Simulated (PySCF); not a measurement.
# OF₂: structure of the singlet

The task is one start of a wider search on OF₂: the singlet, from a bent start. It is relaxed, tested by its Hessian and followed downhill if it is a saddle.

Computed with PySCF 2.14.0. Level: PBE0, basis O def2-TZVP, F def2-TZVP, no relativity, density fitting.

### 1 The system as given

3 atoms, charge 0, spin multiplicity 1.

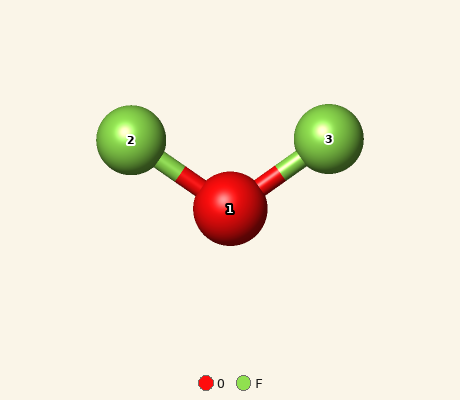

As it starts; oxygen red, fluorine green; atoms are numbered from 1 in the order of the file.

```xyz
3
charge 0 multiplicity 1
O     0.0000    0.0000    0.0000
F     1.0403    0.0000    0.7284
F    -1.0403    0.0000    0.7284
```

### 2 Finding the electronic state

The steps below are one call of a driver around PySCF. For each, scf.py gives the equivalent set-up of the SCF; relaxations use the driver's own optimiser. After this first run the driver tries any further starts and a stability analysis.

scf.py reads:

```python
from pyscf import gto, scf, dft
mol = gto.M(atom='''
O      0.000000     0.000000     0.000000
F      1.040300     0.000000     0.728400
F     -1.040300     0.000000     0.728400''',
    basis={'O': 'def2-TZVP', 'F': 'def2-TZVP'},
    charge=0, spin=0)
mf = dft.RKS(mol, xc='PBE0')
mf.grids.atom_grid = (50, 194)
aux = {'O': 'def2-universal-JKFIT', 'F': 'def2-universal-JKFIT'}
mf = mf.density_fit(auxbasis=aux)
mf.conv_tol = 1e-08
mf.diis_space = 10
mf.max_cycle = 60
mf.init_guess = 'minao'
mf.verbose = 4
mf.kernel()
```

Command:

```sh
$ OMP_NUM_THREADS=2 python axn.py task.json out
```

The log of the run:

```text
init E= -275.119054106234
  HOMO = -0.278612637594158  LUMO = -0.0111952677837146  gap/eV = 7.27680
cycle= 1 E= -274.46134697121  delta_E= 0.658  |g|= 0.498  |ddm|= 1.62
  HOMO = -0.349102081096873  LUMO = -0.0192235935156475  gap/eV = 8.97645
cycle= 2 E= -274.439484432014  delta_E= 0.0219  |g|= 0.623  |ddm|= 0.412
  HOMO = -0.312155372631821  LUMO = 0.0200262263006081  gap/eV = 9.03912
cycle= 3 E= -274.491162126678  delta_E= -0.0517  |g|= 0.143  |ddm|= 0.289
  HOMO = -0.315490827580909  LUMO = 0.0253717258607153  gap/eV = 9.27534
cycle= 4 E= -274.494062039048  delta_E= -0.0029  |g|= 0.0145  |ddm|= 0.0642
  HOMO = -0.318646285053667  LUMO = 0.0222018285640999  gap/eV = 9.27495
cycle= 5 E= -274.494086639103  delta_E= -2.46e-05  |g|= 0.00479  |ddm|= 0.00858
  HOMO = -0.317654434523732  LUMO = 0.0232579492583227  gap/eV = 9.27670
cycle= 6 E= -274.494089993517  delta_E= -3.35e-06  |g|= 0.000348  |ddm|= 0.00301
  HOMO = -0.317685504067853  LUMO = 0.0232273605638582  gap/eV = 9.27671
cycle= 7 E= -274.494090014815  delta_E= -2.13e-08  |g|= 5.41e-05  |ddm|= 0.00023
  HOMO = -0.317681316284336  LUMO = 0.023229918657222  gap/eV = 9.27667
cycle= 8 E= -274.494090015509  delta_E= -6.94e-10  |g|= 7.18e-06  |ddm|= 5.85e-05
  HOMO = -0.317680894604131  LUMO = 0.0232300708572666  gap/eV = 9.27666
Extra cycle  E= -274.494090015519  delta_E= -1.02e-11  |g|= 2.67e-06  |ddm|= 7.44e-06
converged SCF energy = -274.494090015519
```

This step, with its further starts and checks, needed 3.7 s of wall time on 2 threads of Arm Neoverse V2, shared host.

Energies from each starting density:

```
                      start  energy (Eh)
    the minimal-basis guess  -274.494090
a thermally smeared density  -274.494090
      a smeared PBE density  -274.494090
```

The test of internal stability and the other starts found no lower closed-shell solution.

### 3 Bent start, singlet: relaxation

The program finds C2v symmetry in the start, which this walk keeps.

scf.py: that of step 2 with these lines changed.

```diff
@@ -3,3 +3,3 @@
-O      0.000000     0.000000     0.000000
-F      1.040300     0.000000     0.728400
-F     -1.040300     0.000000     0.728400''',
+O      0.000000     0.000000    -0.512613
+F      1.040300     0.000000     0.215787
+F     -1.040300     0.000000     0.215787''',
@@ -15 +14,0 @@
-mf.init_guess = 'minao'
```

Energy and gradient, step by step:

```
step  energy (Eh)  change (kJ/mol)  largest symmetric gradient (Eh/bohr)
   0  -274.494090             0.00                               0.15573
   1  -274.509091           -39.38                               0.07399
   2  -274.516494           -58.82                               0.01652
   3  -274.517253           -60.81                               0.00854
   4  -274.517457           -61.35                               0.00066
   5  -274.517459           -61.35                               0.00002
```

The walk took 3.5 s.

Geometry (Å) and forces (eV/Å) at some steps:

```
step 0
O    0.000   0.000  -0.513   0.000   0.000  -8.008
F    1.040   0.000   0.216   4.450   0.000   4.004
F   -1.040   0.000   0.216  -4.450   0.000   4.004
step 1
O    0.000   0.000  -0.666   0.000   0.000   3.805
F    1.094   0.000   0.293  -1.275   0.000  -1.902
F   -1.094   0.000   0.293   1.275   0.000  -1.902
step 3
O    0.000   0.000  -0.593   0.000   0.000  -0.439
F    1.075   0.000   0.256   0.422   0.000   0.220
F   -1.075   0.000   0.256  -0.422   0.000   0.220
step 5
O    0.000   0.000  -0.594   0.000   0.000   0.001
F    1.087   0.000   0.257  -0.001   0.000  -0.001
F   -1.087   0.000   0.257   0.001   0.000  -0.001
```

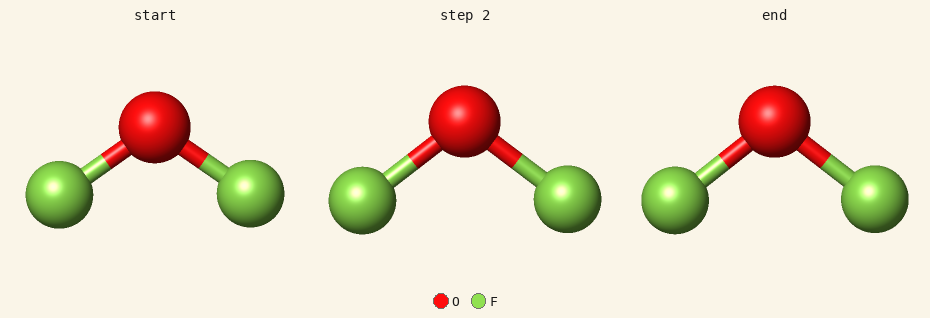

The geometry along the walk, at one scale.

After 5 steps and 61.4 kJ/mol it ends at C2v: O–F 1.381 Å (×2); F–O–F 103.9°.

### 4 Frequencies

On the finer grid the gradient is checked again; gradients at displacements of ±0.02 bohr then give force constants and infrared intensities.

scf.py: that of step 3 with these lines changed.

```diff
@@ -3,3 +3,3 @@
-O      0.000000     0.000000    -0.512613
-F      1.040300     0.000000     0.215787
-F     -1.040300     0.000000     0.215787''',
+O      0.000000     0.000000    -0.598715
+F      1.087483     0.000000     0.252025
+F     -1.087483     0.000000     0.252025''',
@@ -9 +9 @@
-mf.grids.atom_grid = (50, 194)
+mf.grids.atom_grid = (75, 302)
@@ -12 +12 @@
-mf.conv_tol = 1e-08
+mf.conv_tol = 1e-10
```

The driver hands on the density of the step before, so the log starts near convergence.

Log of the central SCF (cycles and frontier levels):

```text
init E= -274.517472023673
  HOMO = -0.354795198941474  LUMO = -0.0713323511336694  gap/eV = 7.71342
cycle= 1 E= -274.517472023672  delta_E= 9.09e-13  |g|= 3.01e-07  |ddm|= 3.41e-07
  HOMO = -0.35479508602625  LUMO = -0.0713322295241777  gap/eV = 7.71342
Extra cycle  E= -274.517472023672  delta_E= -2.27e-13  |g|= 2.55e-07  |ddm|= 2.84e-07
converged SCF energy = -274.517472023672
```

The whole step took 11 s.

Geometry: C2v; O–F 1.381 Å (×2); F–O–F 103.9°.

Modes, for the most abundant isotopes:

```
symmetry  ω (cm⁻¹)  IR (km/mol)  μ (u)
      a1       508          1.0  18.49
      b2       949          108  17.09
      a1      1067         13.2  17.19
```

No imaginary mode, so this is a minimum.

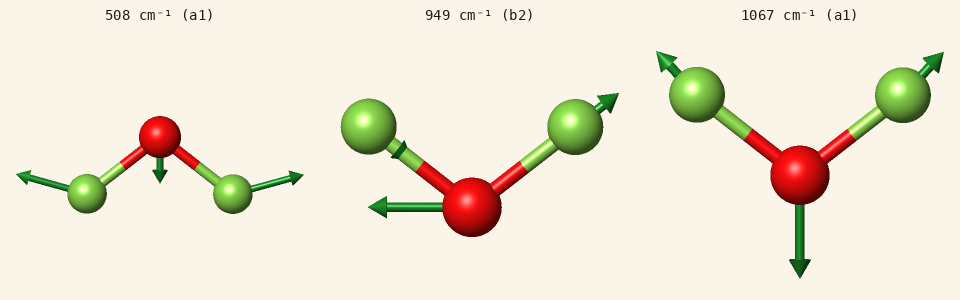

How the atoms move in 3 of the modes.

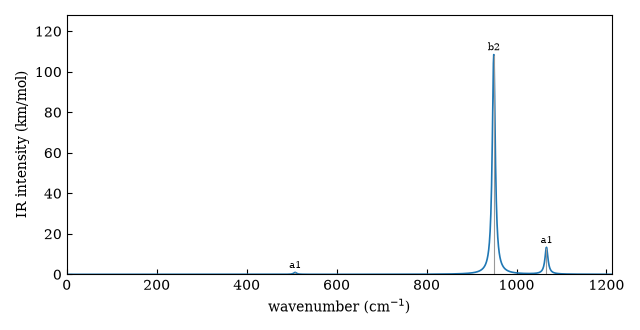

The harmonic infrared spectrum (widths in cm⁻¹). Lines are broadened to a width of 8 cm⁻¹ (Lorentzian).

Properties at this point:

| Item | Value |
| --- | --- |
| Dipole moment | 0.27 D |
| Highest occupied level | -9.65 eV |
| Lowest empty level | -1.94 eV |
| Rotational constants | 2.069, 0.3751, 0.3176 cm⁻¹ |
| Zero-point energy | 15.1 kJ/mol |
| Principal polarisabilities | 6.2, 10.2, 17.0 bohr³ |
| Atomisation energy without zero-point energy | 385 kJ/mol |
| Principal traceless quadrupole moments about the centre of mass | -0.35, -0.10, 0.46 D Å |
| Entropy at 298.15 K and 1 bar | 245.9 J/(mol K) |
| Heat capacity Cp at 298.15 K | 41.5 J/(mol K) |
| Enthalpy at 298.15 K above 0 K | 10.68 kJ/mol |
| Rotational symmetry number | 2 |

Populations by atom (charges in e):

```csv
atom,Mulliken,Löwdin,polar tensor,Mayer order to O1
O1,0.12,0.02,0.50,–
"F2,3",-0.06,-0.01,-0.25,0.94
```

Mulliken populations on O1: s 3.93, p 3.87, d 0.08, f 0.01.

### 5 Would spin polarisation lower it?

At the lowest minimum the closed shell is tested against spin polarisation, on the (50, 194) grid. It is stable.

### 6 Summary of results

| quantity | value |
| --- | --- |
| minimum | singlet, C2v |
| geometry | O–F 1.381 Å (×2); F–O–F 103.9° |
| wavenumbers (cm⁻¹) | 508 (a1), 949 (b2), 1067 (a1) |
| dipole moment | 0.27 D |
| highest occupied, lowest empty level | -9.65, -1.94 eV |
| polar-tensor charge of O1 | +0.50 e |
| zero-point energy | 15.1 kJ/mol |
| entropy at 298.15 K | 245.9 J/(mol K) |
| atomisation energy (no zero-point energy) | 385 kJ/mol |

The bent start keeps its C2v symmetry and ends in a minimum. The strongest infrared band lies at 949 cm⁻¹ (b2). Other starts or spin states, not run here, may lie lower.

The search up to here needed 20 s of wall time on 2 threads of Arm Neoverse V2, shared host.
